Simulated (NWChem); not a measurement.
**SiH3OF (SMILES O[SiH2]F) at M06-2X/6-311+G(d,p)**

Aim: the vertical ionisation energy of SiH3OF at M06-2X/6-311+G**, from 2 runs. 

Program for the calculation: NWChem 7.3.0.

### Step 1. The system as given

SiH3OF: 6 atoms, total charge 0, spin state singlet. As SMILES, `O[SiH2]F`. The shape is that of a PBE0-D4/def2-TZVP optimisation. This is one conformer, not always the lowest.

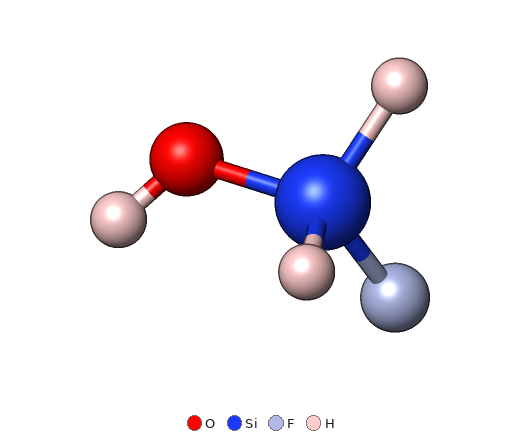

Viewed from a chosen angle; oxygen red, silicon blue, fluorine light blue, hydrogen pink.

### Step 2. The energy at M06-2X/6-311+G(d,p)

File fh3osi.nw:

```
start fh3osi
memory stack 880 mb heap 220 mb global 1100 mb

geometry noautosym nocenter noautoz
   O    -0.853500   -0.209200   -0.924100
   Si    0.378300   -0.009300    0.123900
   F     0.180800   -0.922800    1.417800
   H    -1.714200    0.150200   -0.705600
   H     1.595600   -0.458500   -0.575800
   H     0.455100    1.385600    0.617600
end

basis "ao basis" spherical bse
   * library 6-311+G**
end

dft
   xc m06-2x
   grid fine
   convergence energy 1e-08
   iterations 100
   mulliken
   noprint "final vectors analysis"
end

task dft
```

Launch:

```console
$ nwchem fh3osi.nw > fh3osi.out
```

What it wrote:

```text
[...]
          Wavefunction type:  closed shell.
          No. of atoms     :     6
          No. of electrons :    34
[...]
          Charge           :     0
          Spin multiplicity:     1
[...]
          AO basis - number of functions:    92
[...]
              XC Information
              --------------
                       M06-2X Method XC Functional
                     Hartree-Fock (Exact) Exchange  0.540
                        M06-2X Exchange Functional  1.000
                      M06-2X Correlation Potential  1.000
[...]
 d= 0,ls=0.0,diis     1   -466.3598230990 -5.86D+02  8.55D-03  1.08D+00     1.7
[...]
 d= 0,ls=0.0,diis     9   -466.4425388738 -3.97D-09  3.83D-07  7.22D-09    12.9
         Total DFT energy =     -466.442538873793
      One electron energy =     -883.973384626406
           Coulomb energy =      339.152047519615
    Exchange-Corr. energy =      -41.149640229616
 Nuclear repulsion energy =      119.528438462613
[...]
      Total Density - Mulliken Population Analysis
     ---------------------------------------------
    Atom       Charge   Shell Charges
 -----------   ------   -------------------------------------------------------
    1 O    8     8.58   1.09  0.91  0.97  0.98  2.10  0.84  1.69 -0.08  0.09  0.01
    2 Si  14    13.14   0.79  1.18  0.94  1.05  0.78  0.41  1.98  3.90  0.65  0.99  0.07  0.03  0.02  0.35
    3 F    9     9.32   1.08  0.92  1.17  1.07  2.37  0.92  1.86 -0.12  0.05  0.00
    4 H    1     0.70   0.26  0.32  0.05  0.07
    5 H    1     1.13   0.25  0.59  0.27  0.01
    6 H    1     1.14   0.25  0.59  0.29  0.01
[...]
```

Run time: 14 s. Hardware: 1 thread of Intel Xeon Platinum 8488C (Sapphire Rapids), shared host; peak memory 0.11 GiB.

### Step 3. The doublet cation at the same level

File calc.nw:

```
start calc
title "FH3OSi"
memory stack 880 mb heap 220 mb global 1100 mb
charge 1

geometry units angstroms noautosym nocenter noautoz
  O    -0.853500   -0.209200   -0.924100
  Si    0.378300   -0.009300    0.123900
  F     0.180800   -0.922800    1.417800
  H    -1.714200    0.150200   -0.705600
  H     1.595600   -0.458500   -0.575800
  H     0.455100    1.385600    0.617600
end

basis spherical bse
  * library 6-311+G**
end

dft
  xc m06-2x
  mult 2
  grid fine
  convergence energy 1e-08
  maxiter 100
  mulliken
  noprint "final vectors analysis"
end

task dft energy
```

Launch:

```console
$ nwchem calc.nw > calc.out
```

What it wrote:

```text
[...]
          Wavefunction type:  spin polarized.
          No. of atoms     :     6
          No. of electrons :    33
[...]
          Charge           :     1
          Spin multiplicity:     2
[...]
          AO basis - number of functions:    92
[...]
              XC Information
              --------------
                       M06-2X Method XC Functional
                     Hartree-Fock (Exact) Exchange  0.540
                        M06-2X Exchange Functional  1.000
                      M06-2X Correlation Potential  1.000
[...]
 d= 0,ls=0.0,diis     1   -465.6923380005 -5.85D+02  8.78D-03  9.45D-01     2.4
[...]
 d= 0,ls=0.5,diis    46   -465.9897618856 -7.50D-09  2.28D-07  2.31D-08    99.1
[...]
         Total DFT energy =     -465.989761890811
      One electron energy =     -874.544896852640
           Coulomb energy =      329.781817124543
    Exchange-Corr. energy =      -40.755120625328
 Nuclear repulsion energy =      119.528438462613
[...]
      Total Density - Mulliken Population Analysis
     ---------------------------------------------
    Atom       Charge   Shell Charges
 -----------   ------   -------------------------------------------------------
    1 O    8     8.35   1.09  0.91  0.96  1.00  2.07  0.82  1.56 -0.10  0.02  0.01
    2 Si  14    13.13   0.79  1.18  0.94  1.05  0.84  0.38  1.98  3.90  0.64  0.97  0.10  0.02  0.01  0.34
    3 F    9     9.19   1.08  0.92  1.16  1.08  2.35  0.92  1.80 -0.12  0.00  0.00
    4 H    1     0.63   0.25  0.28  0.03  0.06
    5 H    1     0.88   0.23  0.52  0.12  0.01
    6 H    1     0.82   0.21  0.49  0.10  0.01
[...]
      <S2> =      0.7631 (Exact =     0.7500)
[...]
```

Run time: 1.7 min. Hardware: 1 thread of Intel Xeon Platinum 8488C (Sapphire Rapids), shared host; peak memory 0.12 GiB.

### Step 4. Outcome

At M06-2X/6-311+G**:

| quantity | value |
| --- | --- |
| singlet SiH3OF: total energy | -466.44254 Eh |
| singlet SiH3OF: dipole moment | 1.81 D |
| doublet cation: total energy | -465.98976 Eh |
| doublet cation: ⟨S²⟩ | 0.763 |
| vertical ionisation energy (to the doublet cation) | 12.321 eV |

The vertical ionisation energy comes to 12.32 eV (1189 kJ/mol). Mulliken charges (singlet SiH3OF) run from -0.58 on O1 to +0.86 on Si2; in a basis this large or diffuse they mean little.
